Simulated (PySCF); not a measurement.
# PH3 (phosphine): levels of theory compared

We compute a comparison of 6 runs (MP2/6-31G, CCSDT(Q)/6-31G, CCSDT/6-31G, QCISD(T)/6-31G, CISD/6-31G, FCI/6-31G) of PH3 (phosphine). The job is set up through a Python script.

Program for the calculation: PySCF 2.14.0.

4 further runs of the same task are left out: 4 set aside as unsound or not needed.

## (1) The molecule

The species is PH3 (4 atoms), meant as a singlet with charge 0. As SMILES, `P`. The P1–H3 distance was set to 3.124 Å, away from the relaxed value. At this shape a bond of the SMILES string is far longer than usual.

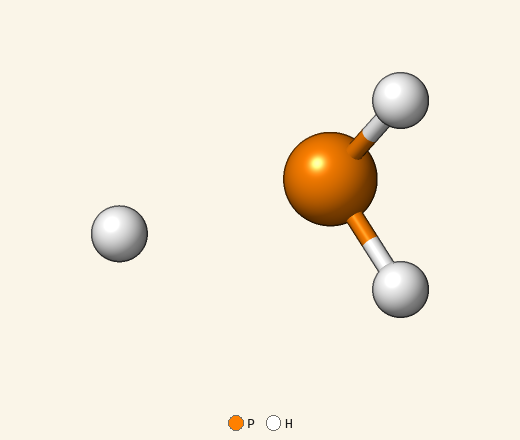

Viewed from a chosen angle; phosphorus orange, hydrogen white.

## (2) A single-point energy at MP2/6-31G (run 1)

job.py

```python
from pyscf import gto, scf, mp

molecule = gto.M(
    atom='''
P        1.967811       0.077303      -0.663522
H        2.252711       0.369803       0.696278
H       -1.005500      -0.663000      -0.057200
H        1.650511       1.427303      -0.967622
''',
    max_memory=1860,
    verbose=4,
    basis='6-31g',
)

mf = scf.RHF(molecule)
mf.conv_tol = 1e-10
mf.kernel()
if not mf.converged:
    mf = mf.newton().run(mf.mo_coeff, mf.mo_occ)

pt = mp.MP2(mf, frozen=5).run()
e_final = pt.e_tot
print('E = %.10f Eh' % e_final)
```

On the command line:

```
$ OMP_NUM_THREADS=1 python job.py
```

Log:

```text
PySCF version 2.14.0

[... 56 lines left out ...]
converged SCF energy = -342.208743199834
[... 1 line left out ...]
******** <class 'pyscf.mp.mp2.RMP2'> ********
nocc = 4, nmo = 14
frozen orbitals 5
E(RMP2) = -342.312697870284  E_corr = -0.103954670450268
E(SCS-RMP2) = -342.326487323248  E_corr = -0.117744123414385
E_corr(same-spin) = -0.00807863206838809
E_corr(oppo-spin) = -0.0958760383818799
E = -342.3126978703 Eh
```

It took 0.72 s on 1 thread of Arm Neoverse V1, shared host; peak memory 0.12 GiB.

## (3) A single-point energy at CCSDT(Q)/6-31G (run 2)

run.py

```python
from pyscf import gto, scf, cc

mol = gto.M(
    atom='''
P    1.967811   0.077303  -0.663522
H    2.252711   0.369803   0.696278
H   -1.005500  -0.663000  -0.057200
H    1.650511   1.427303  -0.967622
''',
    basis='6-31g',
    max_memory=1860,
    spin=0,
    verbose=3,
)

hf = scf.RHF(mol)
hf.conv_tol = 1e-10
hf.kernel()
if not hf.converged:
    hf = hf.newton().run(hf.mo_coeff, hf.mo_occ)

mycc = cc.CCSDT(hf, frozen=5)
mycc.kernel()
e_bracket, e_q = mycc.ccsdt_q()
etot = mycc.e_tot + e_q
print('E = %.10f Eh' % etot)
```

On the command line:

```
$ OMP_NUM_THREADS=1 python run.py
```

Log:

```text
converged SCF energy = -342.208743199834
_make_eris_incore_RCCSDT

WARN: A large `blksize` is being used, which may cause large memory consumption
      for storing contraction intermediates. If memory is sufficient, consider using
      `pyscf.cc.rccsdt_highm.RCCSDT` instead.

WARN: A large `blksize_oovv` is being used, which may cause large memory consumption
      for storing contraction intermediates. If memory is sufficient, consider using
      `pyscf.cc.rccsdt_highm.RCCSDT` instead.

WARN: A large `blksize_oooo` is being used, which may cause large memory consumption
      for storing contraction intermediates. If memory is sufficient, consider using
      `pyscf.cc.rccsdt_highm.RCCSDT` instead.

RCCSDT converged
E(RCCSDT) = -342.3803132881606   E_corr = -0.1715700883268196
E_corr(same-spin) = -0.00589873897903486
E_corr(oppo-spin) = -0.165671349347785
_make_eris_incore_RCCSDT
E = -342.3805101463 Eh
```

It took 1.1 s on 1 thread of Arm Neoverse V1, shared host; peak memory 0.11 GiB.

Runs 3 to 5 aren't shown in full; the table further down has their settings and results.

## (4) The energy at FCI/6-31G (run 6)

calc.py

```python
from pyscf import gto, scf, mcscf
from pyscf import fci

mol = gto.M(
    atom='''
P    1.967811   0.077303  -0.663522
H    2.252711   0.369803   0.696278
H   -1.005500  -0.663000  -0.057200
H    1.650511   1.427303  -0.967622
''',
    basis='6-31g',
    spin=0,
    max_memory=1860,
    charge=0,
    verbose=3,
)

hf = scf.RHF(mol)
hf.conv_tol = 1e-10
hf.kernel()
if not hf.converged:
    hf = hf.newton().run(hf.mo_coeff, hf.mo_occ)

cas = mcscf.CASCI(hf, hf.mo_coeff.shape[-1] - 5, (mol.nelec[0] - 5, mol.nelec[1] - 5))  # full CI above the frozen core
cas.fcisolver = fci.direct_spin0.FCI(mol)  # even spin states alone
cas.kernel()
print('<S^2> = %.4f' % cas.fcisolver.spin_square(cas.ci, cas.ncas, cas.nelecas)[0])
e_final = cas.e_tot
print('E(%s) = %.9f' % ('FCI', e_final))
```

On the command line:

```
$ OMP_NUM_THREADS=1 python calc.py
```

Log:

```text
converged SCF energy = -342.208743199834
CASCI E = -342.380457720174  E(CI) = -13.1788449474855  S^2 = 0.0000000
<S^2> = 0.0000
E(FCI) = -342.380457720
```

Run time: 22 s. Hardware: 1 thread of Arm Neoverse V1, shared host; peak memory 0.34 GiB.

## (5) All runs side by side

```csv
run,level,energy (Eh),dipole moment (D) of the reference,HOMO energy (eV),LUMO energy (eV),wall time
1,MP2/6-31G,-342.312698,2.25,-8.26,-1.56,0.72 s
2,CCSDT(Q)/6-31G,-342.380510,2.25,-8.26,-1.56,1.1 s
3,CCSDT/6-31G,-342.380313,2.25,-8.26,-1.56,1.1 s
4,QCISD(T)/6-31G,-342.380718,2.25,-8.26,-1.56,0.82 s
5,CISD/6-31G,-342.357391,2.25,-8.26,-1.56,0.74 s
6,FCI/6-31G,-342.380458,2.25,-8.26,-1.56,22 s
```

## (6) What came out

| quantity | value |
| --- | --- |
| run 6: total energy | -342.38046 Eh |
| run 6: dipole moment (Hartree–Fock density) | 2.25 D |
| run 6: HOMO energy (Hartree–Fock orbitals) | -8.26 eV |
| run 6: LUMO energy (Hartree–Fock orbitals) | -1.56 eV |
| run 6: HOMO–LUMO gap (Hartree–Fock orbitals) | 6.70 eV |
| run 6: correlation energy (5 core orbitals frozen) | -171.7 mEh |

**Reading.** Against full CI in this basis: MP2 +67.8 mEh; CCSDT(Q) -0.1 mEh; CCSDT +0.1 mEh; QCISD(T) -0.3 mEh; CISD +23.1 mEh. In run 4 the T1 diagnostic is large, so a single reference may not serve. In runs 1, 4, 5 a closed-shell determinant meets a far-stretched bond, which it describes badly. All runs together took 26 s, the longest 22 s.
